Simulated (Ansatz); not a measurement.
Given this structure, the end point of a relaxation with Ansatz, DFT, PAW plane waves, r2scan; the starting structure was generated, so it need not be a known form of this composition, written in its standard cell:

```cif
data_structure
_symmetry_space_group_name_H-M 'I4/mcm'
_symmetry_Int_Tables_number 140
_cell_length_a 9.3489
_cell_length_b 9.3489
_cell_length_c 5.0836
_cell_angle_alpha 90.000
_cell_angle_beta 90.000
_cell_angle_gamma 90.000
_cell_volume 444.32
loop_
_atom_site_label
_atom_site_type_symbol
_atom_site_symmetry_multiplicity
_atom_site_Wyckoff_symbol
_atom_site_fract_x
_atom_site_fract_y
_atom_site_fract_z
_atom_site_occupancy
Sb1 Sb 8 h 0.60541 0.10541 0.00000 1
Br1 Br 4 a 0.00000 0.00000 0.75000 1
```

Predict the [111] zone-axis pattern (200 kV, kinematic, B = 0.3 Å²).

The spots form a centred rectangular net whose two shortest vectors correspond to d = 6.61 Å and 4.47 Å, 70.3° apart. They are -1 1 0 and -1 0 1 (itself extinct). The pattern has symmetry 2mm. A glide plane extinguishes reflections such as 0 1 -1, 1 0 -1, 0 3 -3; reflections such as 1 -3 2, 3 -1 -2 are allowed but too weak to see at this display level.

Strongest reflections with d > 1.30 Å, one of each family (|F|² from tabulated Gaussian fits of the electron scattering factors, times a small damping for the curvature of the Ewald sphere):

```json
{"hkl": "1 1 -2", "d (Å)": "2.372", "I (strongest = 100)": "100"}
{"hkl": "3 -2 -1", "d (Å)": "2.310", "I (strongest = 100)": "78"}
{"hkl": "4 -4 0", "d (Å)": "1.653", "I (strongest = 100)": "65"}
{"hkl": "2 -1 -1", "d (Å)": "3.229", "I (strongest = 100)": "59"}
{"hkl": "2 -2 0", "d (Å)": "3.305", "I (strongest = 100)": "29"}
{"hkl": "1 -1 0", "d (Å)": "6.611", "I (strongest = 100)": "25"}
```

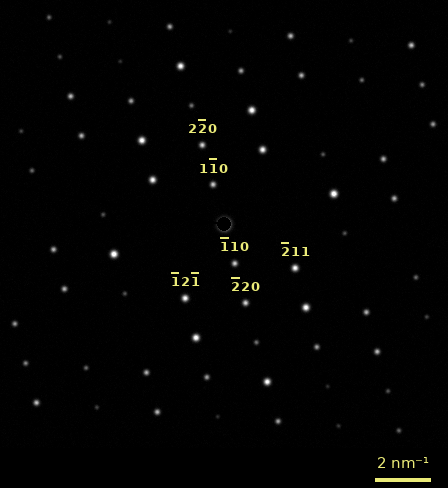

Calculated pattern, seen from the source side with [111] pointing towards the source.
